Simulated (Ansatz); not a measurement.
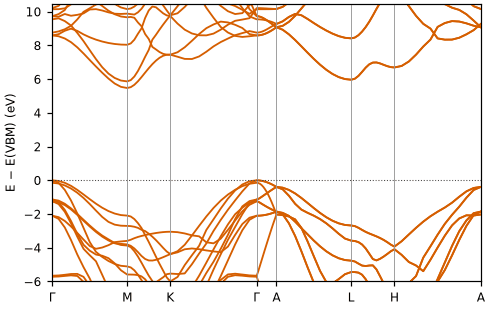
Fig. 1. Band structure from the program Ansatz at the LDA level (PAW)

Question: Read off the gap and where the band edges lie.

Answer: About 5.5 eV (5.48 eV by a search for the band edges); maximum at Γ, minimum at M.

Question: Which of these materials gives this?
A) BN, P6_3mc (B on 2a, B on 2b, N on 2a, N on 2b)
B) AlN, wurtzite
C) LaH3O3, P6_3/m (La on 2d, H on 6h, O on 6h)
D) N, P6_3/mmc (N on 4f)

Answer: A, BN, P6_3mc (B on 2a, B on 2b, N on 2a, N on 2b)

A made-up cell: these elements were put on the sites of a structure type. Its sites differ from those of the usual phase in this space group: another stacking or structure type. Symmetry was held in the LDA relaxation; phonons on a q-mesh show no instability.

Potentials: the later of the program's two PAW sets.
